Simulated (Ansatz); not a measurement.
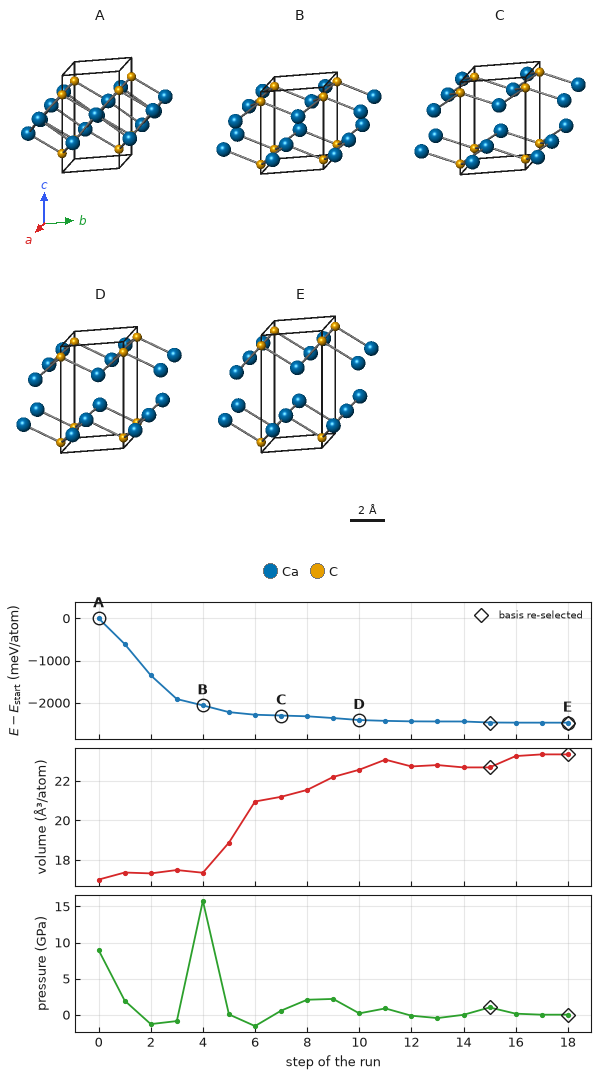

Frames of a relaxation of a crystal of CaC (a generated structure, set up in P-3m1) (coarse preliminary run), marked on the history of the run. The picture is a ball-and-stick view of the cell of the calculation, seen slightly off an axis.

These are results of DFT PBE, scalar-relativistic, plane waves, PAW in Ansatz, not measurements. Set-up: plane-wave cutoff 420 eV; k-point mesh 6 × 6 × 4; occupations gaussian; smearing width 0.1 eV; collinear spin; cell and atoms relaxed; force threshold 0.04 eV/Å; at most 70 steps.

What happens along the run?

Answer. The largest moves relative to the cell, 0.90 Å, are those of Ca atoms. By element the largest moves are Ca 0.90 Å, C 0.80 Å. The drawn cell changes as follows: a = b 3.612 → 3.853 Å (+6.7 %), c 6.019 → 7.264 Å (+20.7 %); the volume changes by +37.3 %. Near-neighbour distances that change, for instance: Ca–Ca 2.501 → 4.122 Å, C–C 2.377 → 1.272 Å, C–Ca 4.081 → 3.371 Å, C–Ca 2.373 → 2.557 Å. New bonds form: C–C (2.38 → 1.27 Å). Bonds break: Ca–Ca (2.50 → 4.12 Å). The space group stays P-3m1 (No. 164). The energy falls by 2470 meV per atom in 16 accepted moves (18 points after the start). The largest force component goes from 3.6 to 0.015 eV/Å. The pressure goes from 8.96 to 0.02 GPa. At 2 points the geometry stayed and the basis and grid were re-selected for the new cell (energy shift of 24.0 meV per atom at most each time). The program noted that the starting moments weren't kept. Cost: 100 s on 1 thread of Intel(R) Xeon(R) Platinum 8259CL CPU @ 2.50GHz (Skylake/Cascade Lake), with other jobs on the host, peak memory 0.44 GiB. From step 0 to 4: Ca atoms move most (0.56 Å), volume +2.0 %, energy −2061 meV per atom. From step 4 to 7: Ca atoms move most (0.26 Å), volume +22.2 %, energy −240 meV per atom. From step 7 to 10: Ca atoms move most (0.12 Å), volume +6.5 %, energy −107 meV per atom. From step 10 to 18: Ca atoms move most (0.09 Å), volume +3.4 %, energy −62.3 meV per atom.

| step | E − E(0), meV/atom | largest force component, eV/Å | pressure, GPa | volume, Å³/atom | note |
| --- | --- | --- | --- | --- | --- |
| 0 | 0.00 | 3.6356 | 8.96 | 17.006 |  |
| 1 | -608.69 | 3.3361 | 1.97 | 17.364 |  |
| 2 | -1349.30 | 5.1072 | -1.28 | 17.320 |  |
| 3 | -1910.81 | 5.2536 | -0.86 | 17.489 |  |
| 4 | -2061.11 | 9.7570 | 15.78 | 17.353 |  |
| 5 | -2220.65 | 3.3029 | 0.06 | 18.879 |  |
| 6 | -2282.30 | 0.2484 | -1.55 | 20.960 |  |
| 7 | -2300.88 | 0.3412 | 0.58 | 21.198 |  |
| 8 | -2319.34 | 0.5767 | 2.09 | 21.547 |  |
| 9 | -2360.80 | 0.8490 | 2.20 | 22.205 |  |
| 10 | -2408.09 | 0.8755 | 0.20 | 22.570 |  |
| 11 | -2427.21 | 1.9174 | 0.89 | 23.079 |  |
| 12 | -2439.14 | 0.3098 | -0.12 | 22.736 |  |
| 13 | -2441.66 | 0.0832 | -0.45 | 22.806 |  |
| 14 | -2442.20 | 0.0343 | 0.01 | 22.687 |  |
| 15 | -2466.18 | 0.2258 | 1.03 | 22.687 | same geometry, new basis |
| 16 | -2469.55 | 0.0773 | 0.16 | 23.261 |  |
| 17 | -2469.85 | 0.0147 | 0.02 | 23.347 |  |
| 18 | -2470.42 | 0.0147 | 0.02 | 23.347 | same geometry, new basis |
